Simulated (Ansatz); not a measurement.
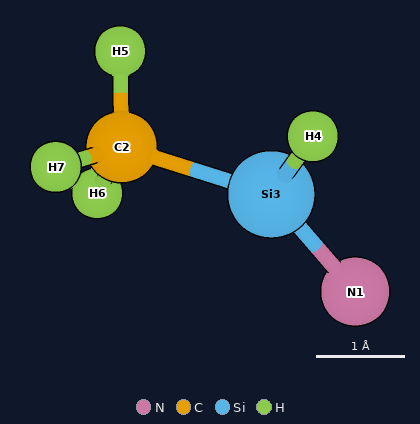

**Figure 1.** The structure as given in the input (ball-and-stick view, seen at a tilt; atoms are numbered from 1 in the order of the input).

**Geometry relaxation, with input and output: CH₄NSi**

CH₄NSi, multiplicity 2, computed with UKS PBE0-D4/def2-TZVP (Ansatz 0.2.0).

Figures and captions count atoms from 1; the log counts them from 0 in places.

**What the program printed**
```
Functional definition: PBE0
  name "PBE0"
  cite "Adamo & Barone, J. Chem. Phys. 110, 6158 (1999) doi:10.1063/1.478522"
  cite "Perdew, Burke & Ernzerhof, Phys. Rev. Lett. 77, 3865 (1996) doi:10.1103/PhysRevLett.77.3865"
  parent pbe
  parameter a = 0.25
  parameter kappa = 0.804
  parameter beta = 0.06672455060314922
  exchange = (1 - a)*pbe_x(kappa = kappa, mu = beta*pi^2/3) + a*exact_x
  correlation = pbe_c(beta = beta)
779 factors; their error is unknown
mean field evaluation 1: about -10452.5978 eV, gradient 4.4e1 eV
mean field evaluation 2: about -10424.5857 eV, gradient 7.7e1 eV
mean field evaluation 4: about -10461.6151 eV, gradient 5.2e0 eV
mean field evaluation 8: about -10461.7571 eV, gradient 1.9e-1 eV
mean field evaluation 16: about -10461.7917 eV, gradient 2.9e-3 eV
mean field -10461.79169306 eV, -384.4637534628 hartree, gradient 1.7e-5 eV, S^2 0.778595; 2 other end points of the search recorded, 0 dependent functions left out
the calculation of the forces begins
reference -10461.79171970 eV, -384.4637544420 hartree; 16, 15 occupied and 107, 108 virtual orbitals, 779 factors
relax step   1: F+E_penalty+E_count = -10461.88468491 eV  Δ(F+E_penalty+E_count) = +0.000e0 eV  max|allowed force component| = 8.564e-1 eV/Å  Δτ_max = 0.0000 Å  (52 SCF iters, accepted)
these checks for a lower state are left out or cut short: starts, cluster_reference, orbital_swaps, neighbouring_geometries, increment
779 factors; their error is unknown
mean field evaluation 32: about -10461.8237 eV, gradient 5.7e-5 eV
mean field -10461.82373284 eV, -384.4649309032 hartree, gradient 2.5e-5 eV, S^2 0.775587; 0 other end points of the search recorded, 0 dependent functions left out
the calculation of the forces begins
reference -10461.82375936 eV, -384.4649318777 hartree; 16, 15 occupied and 107, 108 virtual orbitals, 779 factors
relax step   2: F+E_penalty+E_count = -10461.91709259 eV  Δ(F+E_penalty+E_count) = -3.241e-2 eV  max|allowed force component| = 4.308e-1 eV/Å  Δτ_max = 0.0234 Å  (42 SCF iters, accepted)
these checks for a lower state are left out or cut short: starts, cluster_reference, orbital_swaps, neighbouring_geometries, increment
779 factors; their error is unknown
mean field -10461.82932021 eV, -384.4651362351 hartree, gradient 2.4e-5 eV, S^2 0.772946; 0 other end points of the search recorded, 0 dependent functions left out
the calculation of the forces begins
reference -10461.82934665 eV, -384.4651372067 hartree; 16, 15 occupied and 107, 108 virtual orbitals, 779 factors
relax step   3: F+E_penalty+E_count = -10461.92295490 eV  Δ(F+E_penalty+E_count) = -5.862e-3 eV  max|allowed force component| = 2.175e-2 eV/Å  Δτ_max = 0.0175 Å  (41 SCF iters, accepted)
these checks for a lower state are left out or cut short: starts, cluster_reference, orbital_swaps, neighbouring_geometries, increment
779 factors; their error is unknown
mean field -10461.82934852 eV, -384.4651372755 hartree, gradient 1.1e-5 eV, S^2 0.773025; 0 other end points of the search recorded, 0 dependent functions left out
the calculation of the forces begins
reference -10461.82937496 eV, -384.4651382472 hartree; 16, 15 occupied and 107, 108 virtual orbitals, 779 factors
relax step   4: F+E_penalty+E_count = -10461.92297299 eV  Δ(F+E_penalty+E_count) = -1.809e-5 eV  max|allowed force component| = 7.544e-3 eV/Å  Δτ_max = 0.0008 Å  (35 SCF iters, accepted)
these checks for a lower state are left out or cut short: starts, cluster_reference, orbital_swaps, neighbouring_geometries, increment
779 factors; their error is unknown
mean field -10461.82935395 eV, -384.4651374750 hartree, gradient 7.1e-6 eV, S^2 0.773028; 0 other end points of the search recorded, 0 dependent functions left out
the calculation of the forces begins
reference -10461.82938039 eV, -384.4651384467 hartree; 16, 15 occupied and 107, 108 virtual orbitals, 779 factors
relax step   5: F+E_penalty+E_count = -10461.92297507 eV  Δ(F+E_penalty+E_count) = -2.075e-6 eV  max|allowed force component| = 5.200e-4 eV/Å  Δτ_max = 0.0006 Å  (33 SCF iters, accepted)
779 factors; their error is unknown
mean field evaluation 64: about -10461.7958 eV, gradient 1.7e-1 eV
```

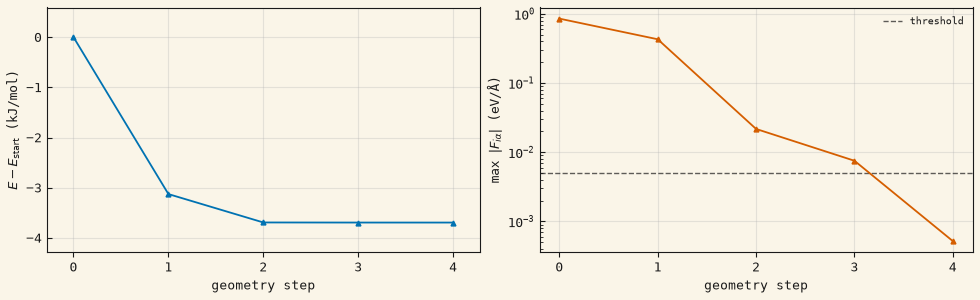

**Figure 2.** Progress of the relaxation, step by step (the first geometry is step 0 here and step 1 in the log).

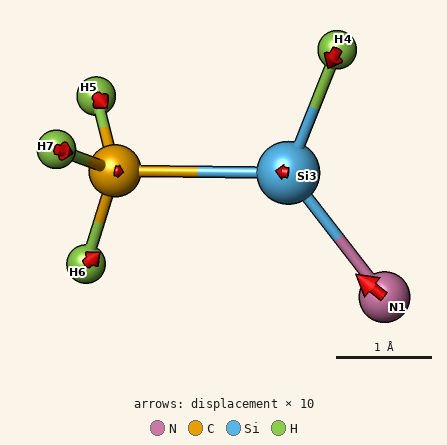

**Figure 3.** The starting structure with the displacements as red arrows, magnified 10 times (ball-and-stick view, seen at a tilt). The two geometries are laid on each other by the best rigid fit. After 4 geometry steps the energy has fallen by 3.69 kJ/mol. Largest force component: 0.86 eV/Å at the start, 0.00052 eV/Å at the end. N1 moves most after the best rigid fit: 0.040 Å. Largest moves by element: N 0.040 Å, H 0.025 Å, Si 0.015 Å, C 0.010 Å. Among the contacts that change: N1–Si3 1.665 → 1.637 Å, C2–Si3 1.880 → 1.855 Å, Si3–H4 1.506 → 1.485 Å, C2–H5 1.109 → 1.093 Å. (Atoms are counted from 1 in the order of the input.)

```
mean field -10461.82935395 eV, -384.4651374750 hartree, gradient 6.9e-6 eV, S^2 0.773028; 3 other end points of the search recorded, 0 dependent functions left out
the calculation of the forces begins
reference -10461.82938039 eV, -384.4651384467 hartree; 16, 15 occupied and 107, 108 virtual orbitals, 779 factors
Total energy: -10461.92300151 eV, -384.4685789593 hartree
Atom 0 at    -1.217572    -1.555502     1.491152 Å, force    -0.000112    -0.000023    -0.000121 eV/Å
Atom 1 at     0.323434     0.658329    -0.029221 Å, force    -0.000015     0.000242     0.000004 eV/Å
Atom 2 at    -0.512908    -0.990565     0.126193 Å, force     0.000520    -0.000076    -0.000073 eV/Å
Atom 3 at    -0.511834    -1.814385    -1.109723 Å, force    -0.000216    -0.000231    -0.000051 eV/Å
Atom 4 at    -0.162066     1.256982    -0.804339 Å, force     0.000019    -0.000009     0.000111 eV/Å
Atom 5 at     0.278277     1.196944     0.917754 Å, force     0.000074     0.000356     0.000088 eV/Å
Atom 6 at     1.370071     0.526045    -0.315510 Å, force    -0.000271    -0.000258     0.000042 eV/Å
Dipole moment:     0.420151     0.464162    -0.623284 e Å
```

**Trajectory as extended XYZ (Å, eV, eV/Å), 5 frames, from step=1 to step=5**
```
7
Properties=species:S:1:pos:R:3:forces:R:3 step=1 energy=-10461.88469
N    -1.2367   -1.5775    1.5185    0.4409   0.3524  -0.8564
C     0.3283    0.6669   -0.0316    0.0461   0.1152   0.0278
Si   -0.5200   -1.0031    0.1295   -0.2115  -0.1255   0.4770
H    -0.5127   -1.8293   -1.1297   -0.0149   0.1790   0.3143
H    -0.1650    1.2742   -0.8182    0.2291  -0.3010   0.3734
H     0.2829    1.2146    0.9295    0.0213  -0.2720  -0.4734
H     1.3906    0.5320   -0.3217   -0.5110   0.0520   0.1372
7
Properties=species:S:1:pos:R:3:forces:R:3 step=2 energy=-10461.91709
N    -1.2255   -1.5646    1.5025    0.2205   0.1741  -0.4308
C     0.3258    0.6628   -0.0300   -0.0224  -0.0406   0.0099
Si   -0.5151   -0.9958    0.1256   -0.1256  -0.0371   0.3375
H    -0.5118   -1.8187   -1.1165   -0.0043   0.0417   0.0761
H    -0.1629    1.2622   -0.8086    0.0677  -0.0792   0.1027
H     0.2806    1.2039    0.9207    0.0043  -0.0791  -0.1317
H     1.3763    0.5279   -0.3174   -0.1403   0.0201   0.0363
7
Properties=species:S:1:pos:R:3:forces:R:3 step=3 energy=-10461.92296
N    -1.2169   -1.5544    1.4911   -0.0093  -0.0089   0.0152
C     0.3235    0.6587   -0.0291   -0.0094  -0.0218  -0.0038
Si   -0.5129   -0.9906    0.1259    0.0112   0.0172  -0.0074
H    -0.5115   -1.8138   -1.1099   -0.0009  -0.0058  -0.0063
H    -0.1625    1.2564   -0.8044    0.0013   0.0068  -0.0027
H     0.2779    1.1964    0.9180    0.0017   0.0078   0.0063
H     1.3698    0.5252   -0.3153    0.0054   0.0046  -0.0013
7
Properties=species:S:1:pos:R:3:forces:R:3 step=4 energy=-10461.92297
N    -1.2174   -1.5550    1.4913   -0.0006  -0.0016  -0.0001
C     0.3235    0.6584   -0.0292   -0.0033  -0.0075  -0.0005
Si   -0.5128   -0.9907    0.1261    0.0019   0.0051   0.0003
H    -0.5117   -1.8142   -1.1100   -0.0004  -0.0011   0.0002
H    -0.1622    1.2568   -0.8044    0.0005   0.0018  -0.0003
H     0.2781    1.1968    0.9179    0.0007   0.0017   0.0004
H     1.3700    0.5258   -0.3155    0.0013   0.0016  -0.0001
7
Properties=species:S:1:pos:R:3:forces:R:3 step=5 energy=-10461.92297
N    -1.2176   -1.5555    1.4912   -0.0001   0.0000  -0.0001
C     0.3234    0.6583   -0.0292    0.0000   0.0002   0.0000
Si   -0.5129   -0.9906    0.1262    0.0005  -0.0001  -0.0001
H    -0.5118   -1.8144   -1.1097   -0.0002  -0.0002  -0.0001
H    -0.1621    1.2570   -0.8043    0.0000   0.0000   0.0001
H     0.2783    1.1969    0.9178    0.0001   0.0004   0.0001
H     1.3701    0.5260   -0.3155   -0.0003  -0.0003   0.0000
```

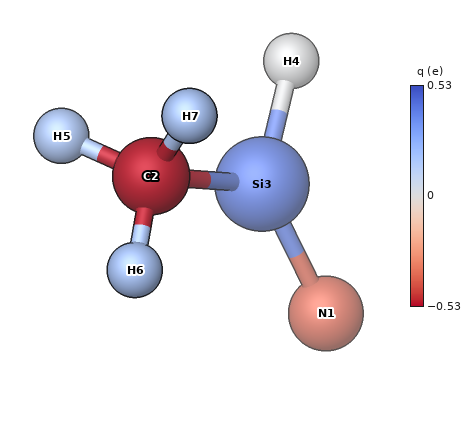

**Figure 4.** Mulliken charges, as the colour of each atom (ball-and-stick view, seen at a tilt; atoms are numbered from 1 in the order of the input). By element: N −0.39, C −0.51, Si +0.40 and H 0.00 to +0.17 e.

This output came from the following input.

**The input**
```yaml
crystal:
  periodic: [false, false, false]
  atoms:
    - {symbol: N, position_ang: [-1.236669, -1.577517, 1.518530]}
    - {symbol: C, position_ang: [0.328282, 0.666948, -0.031607]}
    - {symbol: Si, position_ang: [-0.519971, -1.003144, 0.129493]}
    - {symbol: H, position_ang: [-0.512674, -1.829270, -1.129687]}
    - {symbol: H, position_ang: [-0.165016, 1.274228, -0.818197]}
    - {symbol: H, position_ang: [0.282860, 1.214606, 0.929471]}
    - {symbol: H, position_ang: [1.390591, 0.531999, -0.321696]}
basis:
  gaussian: {orbitals: def2-TZVP}
magnetization: {spin_polarized: true, initial_magnetization: 1}
hamiltonian: {xc: pbe0, dispersion: d4}
relax: {f_tol: 0.005, max_steps: 200}
```

Launched with:
```bash
ansatz run in.yaml --threads 2 --pin off --events-out ev --progress --plain --max-ram 4352MiB
```

**Key numbers**

| quantity | value |
| --- | --- |
| outcome | converged |
| total energy | −10461.9230 eV |
| mean-field energy | −10461.8294 eV |
| dispersion energy | −0.0936 eV |
| ⟨S²⟩ | 0.773 |
| SCF solution under orbital rotations | stable |
| largest force (length of the vector) at the end | 0.001 eV/Å |
| dipole moment | 4.24 D |
| hardware | 2 threads of AMD EPYC, 23 GiB of memory available, shared host |
| wall time | 16 s (CPU time 29 s) |
| peak memory | 0.25 GiB |
